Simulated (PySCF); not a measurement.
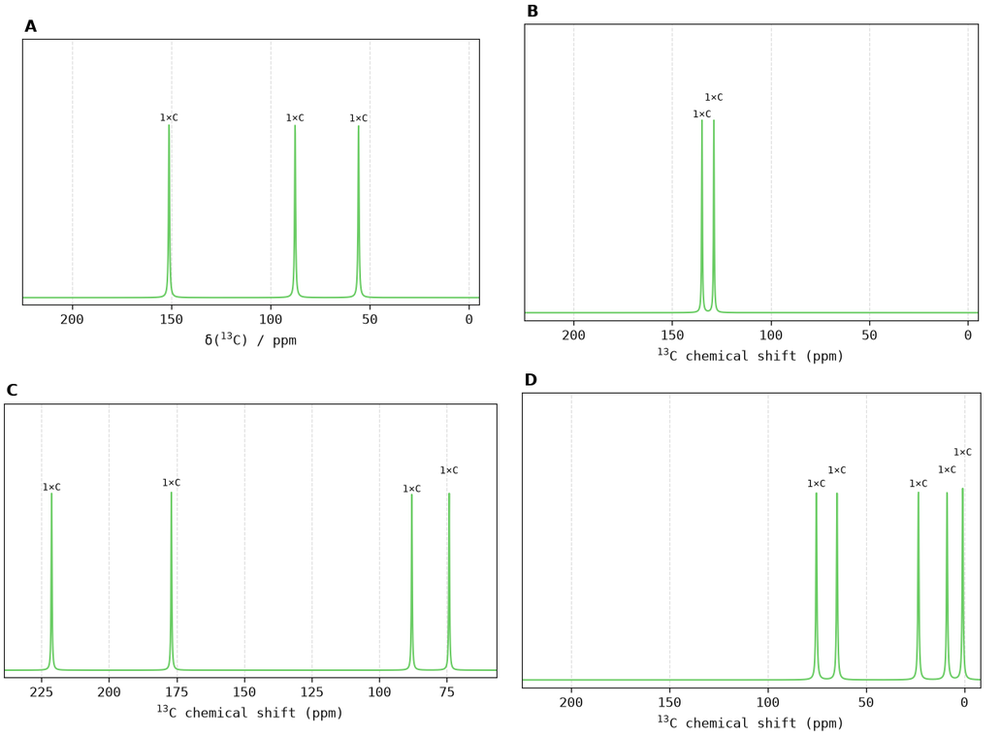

GIAO shifts, PBE0/6-31G(d) in PySCF, at a PBE0-D3(BJ)/def2-SVP geometry (no frequency check), against TMS for ¹³C computed at the same level. Gas phase, fully decoupled, line heights follow the number of nuclei, widths are arbitrary (no quadrupolar broadening); values of one conformer, averaged over methyl-type rotors and exact or near symmetry; other conformers aren't averaged in.

### Assign the panels.
1. C₃H₇ClOSi, SMILES CO/C=C\[SiH2]Cl
2. C₂H₇FSi₂, SMILES C=C[Si@H](F)[SiH3]
3. C₄H₃BF₂O, SMILES C=C=C(C=O)B(F)F
4. C₅H₈Si, SMILES C#CC[C@@H]1C[SiH2]1

A: 1 (151.1 (1 C), 87.6 (1 C), 55.6 (1 C) ppm)
B: 2 (134.9 (1 C), 128.9 (1 C) ppm)
C: 3 (221.2 (1 C), 176.9 (1 C), 88.0 (1 C), 74.2 (1 C) ppm)
D: 4 (75.2 (1 C), 64.7 (1 C), 23.3 (1 C), 8.7 (1 C), 0.8 (1 C) ppm)
